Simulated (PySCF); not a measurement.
# C4H7B: the cost of one run

The runs use PySCF 2.14.0, with density-fitted response routines of our own; the level of theory stands in each step. All values are computed, except where a source is named. Atoms are numbered from 0 throughout.

## 1. The molecule as given

12 atoms, charge 0, multiplicity 1; geometry from: GFN2-xTB.

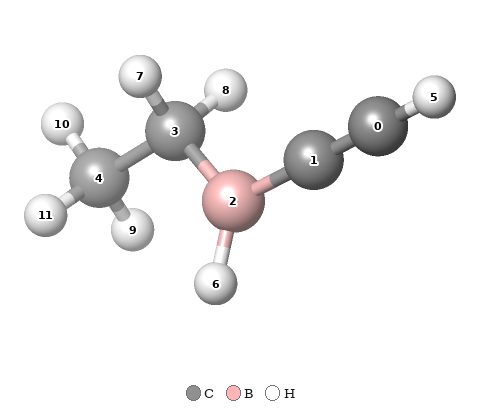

The starting geometry (carbon grey, boron pink, hydrogen white), atoms numbered; sticks join atoms by distance.

## 2. Ultraviolet spectrum: CAM-B3LYP/def2-SVPD

Job settings and geometry (Å):

```
{"job": {"kind": "uv", "xc": "CAM-B3LYP", "basis": "def2-SVPD", "nstates": 8, "ntriplets": 3}, "charge": 0, "multiplicity": 1}
C      3.004401     0.791816    -0.711664
C      2.003967     0.310682    -0.240138
B      0.750103    -0.285206     0.336565
C     -0.641452     0.205480    -0.223539
C     -1.879899    -0.503240     0.325385
H      3.878643     1.210756    -1.120461
H      0.832756    -1.088744     1.185767
H     -0.731108     1.279120    -0.022330
H     -0.642200     0.128711    -1.315913
H     -1.846088    -1.565595     0.093730
H     -2.790461    -0.090467    -0.107187
H     -1.937461    -0.393999     1.406146
```

With the program's defaults for keys left out, this is: TDDFT CAM-B3LYP/def2-SVPD, vertical, gas phase, core orbitals frozen in the response.

Started as:

```
OMP_NUM_THREADS=1 python probes_run.py task.json out
```

The driver reads the jobs from task.json and runs them one after another.

**Question.** How long does this first job take on 1 thread of Arm Neoverse N1, shared host, and how much memory does it need?

About 28 s, with a peak of 0.66 GiB.
